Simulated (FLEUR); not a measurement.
Band structure of FeCo (Pm-3m, 2 atoms in the cell).

```xyz
2
Lattice="2.7822 0.0000 0.0000 0.0000 2.7822 0.0000 0.0000 0.0000 2.7822" Properties=species:S:1:pos:R:3 pbc="T T T"
Fe     0.0000     0.0000     0.0000
Co     1.3911     1.3911     1.3911
```
Moments meant for the start (each program seeds them in its own way; μB, in the order of the atoms Fe Co): 4.0 3.0.

Method of the run: PBE, all-electron FLAPW (FLEUR), scalar-relativistic valence.

Settings: Kmax = 3.8 1/bohr; GmaxXC = 11.4 1/bohr; xcFunctional = pbe; jspins = 2; l_soc = F; mode = hist; fermiSmearingEnergy = 0.00183747 Htr; mesh (inpgen div1-3) = 8 8 8; inpgen gamma flag = true; Gmax = 11.4 1/bohr; numbands = 0; maxIterBroyd = 40; imix = Anderson; alpha = 0.05.

The starting cell comes from a database of computed structures (which also holds hypothetical and non-ambient phases and stackings), without a prior relaxation at this level. Its lattice was rescaled by a random factor within 2.5 % of one. Values depend on the basis (sphere radii, cutoffs, local orbitals), which need not be converged.

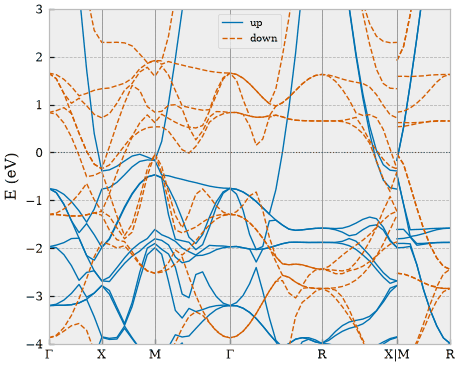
Figure. Bands along the path, energies from the Fermi level.

Levels in eV from the Fermi level, bands 15 to 22 of the first spin channel:
```tsv
point	15	16	17	18	19	20	21	22
Γ	-1.97	-0.75	-0.75	-0.75	9.52	9.52	9.52	16.60
X	-2.68	-1.99	-1.98	-0.77	-0.39	17.37	17.37	17.54
M	-1.61	-0.47	-0.47	-0.17	-0.17	6.78	6.98	18.12
R	-1.88	-1.58	-1.58	8.21	8.21	8.21	8.32	8.32
```
